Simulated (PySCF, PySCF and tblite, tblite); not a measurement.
# C4H8O2S2: a path driven as ring inversion, and NMR exchange, part 3 of 3

PySCF and tblite. Atoms count from 0. The steps go on from the part before.

### Step 16. Single-point energy, saddle of leg 2: PBE0/pcSseg-1

What the job is given:

```
{"job": {"kind": "sp", "xc": "PBE0", "basis": "pcSseg-1", "pop": false}, "charge": 0, "multiplicity": 1}
O      2.326850     1.530508    -0.410851
S      1.348821     0.492839    -0.568132
O      1.424939    -0.333223    -1.742069
C     -0.321234     1.218942    -0.486337
C     -1.323001     0.086741    -0.578791
C     -1.261810    -0.875844     0.617924
S     -0.035922    -0.414474     1.885323
C      1.438572    -0.627026     0.890795
H     -0.384613     1.785741     0.437793
H     -0.385374     1.887911    -1.339982
H     -2.329678     0.500311    -0.670882
H     -1.099519    -0.467411    -1.492507
H     -1.014644    -1.888611     0.300867
H     -2.208406    -0.904303     1.155267
H      1.519953    -1.646659     0.521652
H      2.305066    -0.345442     1.479930
```

What it wrote:

```text
coarse grid: 14728 points
cycle   1  E = -1102.9992144488  dE =  1.839e+00  |g| = 1.133e+00  |ddm| = 3.957e+00
cycle   2  E = -1102.3447369572  dE =  6.545e-01  |g| = 2.193e+00  |ddm| = 2.834e+00
cycle   3  E = -1103.2274217522  dE = -8.827e-01  |g| = 1.742e-01  |ddm| = 2.072e+00
cycle   4  E = -1103.2334941626  dE = -6.072e-03  |g| = 8.163e-02  |ddm| = 2.277e-01
cycle   5  E = -1103.2350888813  dE = -1.595e-03  |g| = 1.115e-02  |ddm| = 7.688e-02
cycle   6  E = -1103.2351188066  dE = -2.993e-05  |g| = 3.719e-03  |ddm| = 2.018e-02
cycle   7  E = -1103.2351215922  dE = -2.786e-06  |g| = 1.232e-03  |ddm| = 5.082e-03
final grid: 133720 points
cycle   8  E = -1103.3093782400  dE = -2.836e-05  |g| = 1.260e-02  |ddm| = 3.440e-02
cycle   9  E = -1103.3093282723  dE =  4.997e-05  |g| = 1.997e-02  |ddm| = 2.662e-02
cycle  10  E = -1103.3094110980  dE = -8.283e-05  |g| = 2.496e-03  |ddm| = 1.748e-02
cycle  11  E = -1103.3094122435  dE = -1.146e-06  |g| = 2.561e-04  |ddm| = 2.070e-03
cycle  12  E = -1103.3094122575  dE = -1.399e-08  |g| = 1.287e-04  |ddm| = 4.458e-04
cycle  13  E = -1103.3094122607  dE = -3.204e-09  |g| = 5.429e-05  |ddm| = 1.583e-04
cycle  14  E = -1103.3094122612  dE = -5.011e-10  |g| = 1.641e-05  |ddm| = 5.136e-05
converged SCF energy = -1103.3094122612
```

It took 22 s on 1 thread of Intel Xeon Platinum 8259CL at 2.50GHz, shared host; peak memory 0.65 GiB.

In short: HOMO -7.13 eV, LUMO 0.29 eV; dipole 4.28 D.

Single-point energy, minimum 2: PBE0/pcSseg-1:

What the job is given:

```
{"job": {"kind": "sp", "xc": "PBE0", "basis": "pcSseg-1", "pop": false}, "charge": 0, "multiplicity": 1}
O      2.186685     1.744286     0.051111
S      1.386074     0.676443    -0.471393
O      1.731633     0.138484    -1.759271
C     -0.368471     1.181932    -0.525124
C     -1.170240    -0.099415    -0.622026
C     -1.355630    -0.767371     0.738952
S      0.052624    -0.496244     1.875400
C      1.399117    -0.726424     0.720369
H     -0.581137     1.766940     0.364256
H     -0.458151     1.797514    -1.415258
H     -2.155230     0.091490    -1.055022
H     -0.635014    -0.764875    -1.304394
H     -1.506665    -1.841794     0.634120
H     -2.207459    -0.345419     1.271518
H      1.307934    -1.657147     0.167911
H      2.335730    -0.681833     1.266677
```

What it wrote:

```text
coarse grid: 14728 points
cycle   1  E = -1103.0010362349  dE =  1.842e+00  |g| = 1.132e+00  |ddm| = 3.947e+00
cycle   2  E = -1102.3471612998  dE =  6.539e-01  |g| = 2.192e+00  |ddm| = 2.857e+00
cycle   3  E = -1103.2294399757  dE = -8.823e-01  |g| = 1.744e-01  |ddm| = 2.087e+00
cycle   4  E = -1103.2354859441  dE = -6.046e-03  |g| = 8.221e-02  |ddm| = 2.281e-01
cycle   5  E = -1103.2370897400  dE = -1.604e-03  |g| = 1.288e-02  |ddm| = 7.819e-02
cycle   6  E = -1103.2371241409  dE = -3.440e-05  |g| = 6.315e-03  |ddm| = 2.243e-02
cycle   7  E = -1103.2371311092  dE = -6.968e-06  |g| = 2.259e-03  |ddm| = 6.769e-03
final grid: 133720 points
cycle   8  E = -1103.3114479944  dE = -2.947e-05  |g| = 1.353e-02  |ddm| = 3.601e-02
cycle   9  E = -1103.3113893889  dE =  5.861e-05  |g| = 2.160e-02  |ddm| = 2.847e-02
cycle  10  E = -1103.3114855508  dE = -9.616e-05  |g| = 2.699e-03  |ddm| = 1.861e-02
cycle  11  E = -1103.3114868960  dE = -1.345e-06  |g| = 3.180e-04  |ddm| = 2.336e-03
cycle  12  E = -1103.3114869154  dE = -1.940e-08  |g| = 1.813e-04  |ddm| = 5.234e-04
cycle  13  E = -1103.3114869213  dE = -5.983e-09  |g| = 6.368e-05  |ddm| = 1.880e-04
cycle  14  E = -1103.3114869220  dE = -6.871e-10  |g| = 1.668e-05  |ddm| = 6.110e-05
converged SCF energy = -1103.3114869220
```

Run time: 21 s. Hardware: 1 thread of Intel Xeon Platinum 8259CL at 2.50GHz, shared host; peak memory 0.66 GiB.

In short: HOMO -7.12 eV, LUMO 0.37 eV; dipole 4.77 D.

### Step 17. Single-point energy, minimum 3: PBE0/pcSseg-1

What the job is given:

```
{"job": {"kind": "sp", "xc": "PBE0", "basis": "pcSseg-1", "pop": false}, "charge": 0, "multiplicity": 1}
O      1.016999     1.591649     1.200418
S      1.207264     0.868236    -0.022449
O      2.264040     1.290207    -0.897659
C     -0.357356     0.876019    -0.969364
C     -1.270354    -0.258793    -0.531441
C     -1.199638    -0.468377     0.975298
S      0.210967    -1.526190     1.450936
C      1.486391    -0.893836     0.344258
H     -0.795758     1.848851    -0.758768
H     -0.079978     0.816928    -2.017447
H     -2.299113    -0.022641    -0.816233
H     -1.000620    -1.188194    -1.038726
H     -2.072042    -1.004111     1.346757
H     -1.101919     0.480477     1.501713
H      1.494203    -1.414055    -0.610642
H      2.451180    -0.986217     0.834392
```

What it wrote:

```text
coarse grid: 14728 points
cycle   1  E = -1102.9959044564  dE =  1.851e+00  |g| = 1.136e+00  |ddm| = 3.933e+00
cycle   2  E = -1102.3245718530  dE =  6.713e-01  |g| = 2.216e+00  |ddm| = 2.858e+00
cycle   3  E = -1103.2266959660  dE = -9.021e-01  |g| = 1.720e-01  |ddm| = 2.084e+00
cycle   4  E = -1103.2324800806  dE = -5.784e-03  |g| = 8.381e-02  |ddm| = 2.206e-01
cycle   5  E = -1103.2341241797  dE = -1.644e-03  |g| = 1.538e-02  |ddm| = 7.760e-02
cycle   6  E = -1103.2341699990  dE = -4.582e-05  |g| = 7.606e-03  |ddm| = 2.296e-02
cycle   7  E = -1103.2341798105  dE = -9.811e-06  |g| = 2.411e-03  |ddm| = 7.559e-03
final grid: 133720 points
cycle   8  E = -1103.3080544012  dE = -2.641e-05  |g| = 1.440e-02  |ddm| = 3.591e-02
cycle   9  E = -1103.3079865589  dE =  6.784e-05  |g| = 2.312e-02  |ddm| = 3.025e-02
cycle  10  E = -1103.3080970613  dE = -1.105e-04  |g| = 2.948e-03  |ddm| = 2.001e-02
cycle  11  E = -1103.3080986721  dE = -1.611e-06  |g| = 3.393e-04  |ddm| = 2.489e-03
cycle  12  E = -1103.3080986927  dE = -2.061e-08  |g| = 2.018e-04  |ddm| = 5.081e-04
cycle  13  E = -1103.3080986998  dE = -7.105e-09  |g| = 6.533e-05  |ddm| = 1.959e-04
cycle  14  E = -1103.3080987006  dE = -7.572e-10  |g| = 1.520e-05  |ddm| = 6.498e-05
converged SCF energy = -1103.3080987006
```

Wall time 20 s (1 thread of Intel Xeon Platinum 8259CL at 2.50GHz, shared host); peak memory 0.66 GiB.

In short: HOMO -6.97 eV, LUMO 0.21 eV; dipole 4.59 D.

### Step 18. The path in numbers

What the job is given:

```
{"job": {"smiles": "O=S1(=O)CCCSC1", "charge": 0, "mult": 1, "motion": "ring", "what": "6-membered ring", "atoms": [1, 3, 4, 5, 6, 7], "ring": [1, 3, 4, 5, 6, 7], "study": "path", "level": {"kind": "nmr", "xc": "PBE0", "basis": "pcSseg-1"}, "fields": [270, 360, 400], "first": 0, "seed": 369, "kind": "path"}, "charge": 0, "multiplicity": 1}
O      1.197937     1.860291     0.810940
S      1.346765     0.794773    -0.134661
O      2.464313     0.834055    -1.036780
C     -0.181471     0.658162    -1.115667
C     -1.359987     0.466554    -0.182302
C     -1.321491    -0.887444     0.511453
S     -0.029760    -0.981756     1.794856
C      1.418529    -0.803226     0.752038
H     -0.252301     1.585605    -1.678230
H     -0.035332    -0.173844    -1.799894
H     -1.336134     1.259308     0.568650
H     -2.295090     0.554641    -0.743365
H     -1.157009    -1.699324    -0.199070
H     -2.250706    -1.072046     1.048910
H      1.483982    -1.591749     0.006192
H      2.300156    -0.795057     1.385520
```

What it wrote:

```text
stationary points (kcal/mol above the start)
  n  kind          group   xTB      DFT    lowest mode
  0  minimum      C1       0.00     0.00     100.6
  1  saddle       C1       5.98    10.64     -84.8
  2  intermediate C1       0.97     3.89      88.4
  3  saddle       C1       2.01     4.51     -72.0
  4  intermediate C1       1.29     3.21      71.4
  5  intermediate C1       2.48     5.27     101.3
  6  saddle       C1       5.98    10.66     -84.7
  7  minimum      C1       0.00     0.00     100.2

GFN2-xTB energies: T/K, barrier G, reaction G (kcal/mol), k forward, k back (1/s)
 150.00     5.93    -0.00    3.6e+03   3.58e+03
 200.00     5.99    -0.00   5.98e+05   5.97e+05
 250.00     6.07    -0.00   1.29e+07   1.29e+07
 298.15     6.17    -0.00   9.35e+07   9.34e+07
 350.00     6.29    -0.00   4.28e+08   4.27e+08
 400.00     6.43    -0.00   1.27e+09   1.27e+09
 500.00     6.75    -0.00   5.78e+09   5.77e+09

PBE0/pcSseg-1 + D3(BJ) energies: T/K, barrier G, reaction G (kcal/mol), k forward, k back (1/s)
 150.00    10.61    -0.00   0.000565   0.000563
 200.00    10.66    -0.00       4.72       4.71
 250.00    10.75    -0.00   1.07e+03   1.07e+03
 298.15    10.85    -0.00   3.54e+04   3.53e+04
 350.00    10.97    -0.00    5.2e+05    5.2e+05
 400.00    11.11    -0.00   3.59e+06   3.58e+06
 500.00    11.43    -0.00   5.31e+07   5.31e+07
```

Wall time 4.4 min (1 thread of Intel Xeon Platinum 8259CL at 2.50GHz, shared host); peak memory 0.87 GiB. This counts the whole study up to here.

Barriers by level (kcal/mol; entropies in cal/(mol K)). Zero-point and thermal terms come from xTB in every row. ΔG‡ leaves symmetry out; the rate counts one path and all 3 saddles; effective ΔG‡, where given, is the barrier that would give that rate by Eyring's equation alone:

```
                 level    ΔE‡  with zero-point    ΔH‡   ΔS‡  ΔG‡ (298 K)  ΔE of reaction  k at 298 K (1/s)  effective ΔG‡
              GFN2-xTB   5.98             5.92   5.58  -2.0         6.17            0.00           9.4e+07           6.58
PBE0/pcSseg-1 + D3(BJ)  10.66            10.60  10.26  -2.0        10.85            0.00           3.5e+04          11.25
```

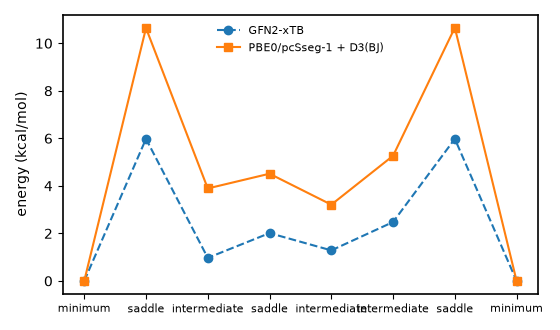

The xTB stationary points, at both levels.

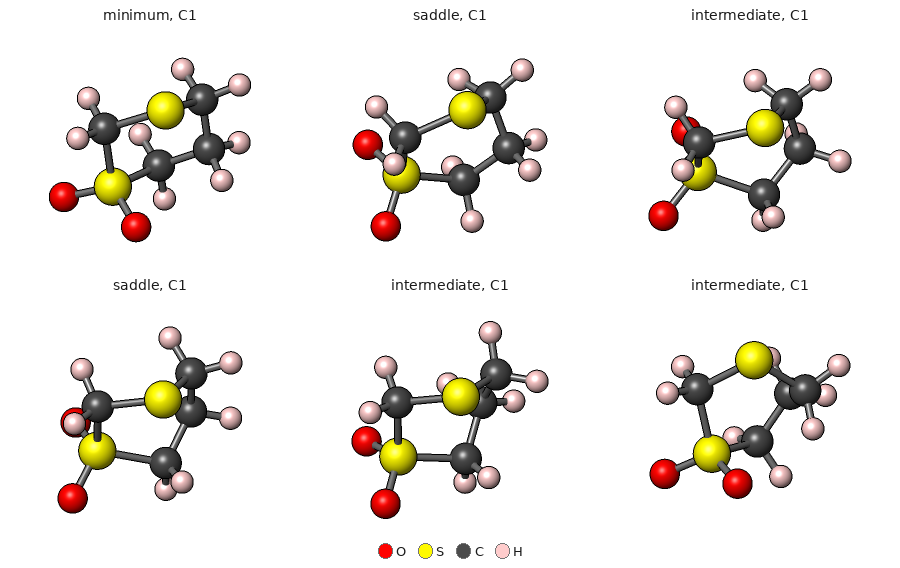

The stationary points in order.

Sites that the driver pairs across this motion, and where their lines would merge (no couplings; faster rotations or exchange between molecules can average them sooner):

```
nucleus  sites: shielding (ppm)  proton frequency (MHz)  spread (Hz)  coalescence (K)  lines at 298 K
    17O    O0: 140.2; O2: 124.9                     400          829              256               1
     1H  H10: 29.03; H11: 29.50                     400          189              240               1
     1H    H8: 28.71; H9: 29.10                     400          158              238               1
     1H  H14: 27.89; H15: 28.04                     400           59              228               1
     1H  H12: 29.26; H13: 29.23                     400           12              214               1
```

Lines of quadrupolar nuclei are broad, so their coalescence could hardly be seen.

### Step 19. Summary of results

The summary covers parts 1 to 3.

```
                        quantity                               value
barrier (PBE0/pcSseg-1 + D3(BJ))  ΔE‡ 10.7, ΔG‡(298 K) 10.8 kcal/mol
              barrier (GFN2-xTB)                    ΔE‡ 6.0 kcal/mol
                   rate at 298 K                         3.5e+04 s⁻¹
                 end of the path   the start, renumbered or mirrored
           coalescence of 1H H10                    240 K at 400 MHz
```

What this shows: DFT puts the top 10.7 kcal/mol above the start (xTB: 6.0); the rate from the DFT barrier is 3.5e+04 s⁻¹ at 298 K. An error of 1.4 kcal/mol changes that rate tenfold. The 1H lines of H10 and its partners, 189 Hz apart at 400 MHz, merge at 240 K, so by this path alone the exchange at 298 K is fast for them; other paths were not followed. It was not proven that each saddle links the two ends. Low legs of the path were not refined.
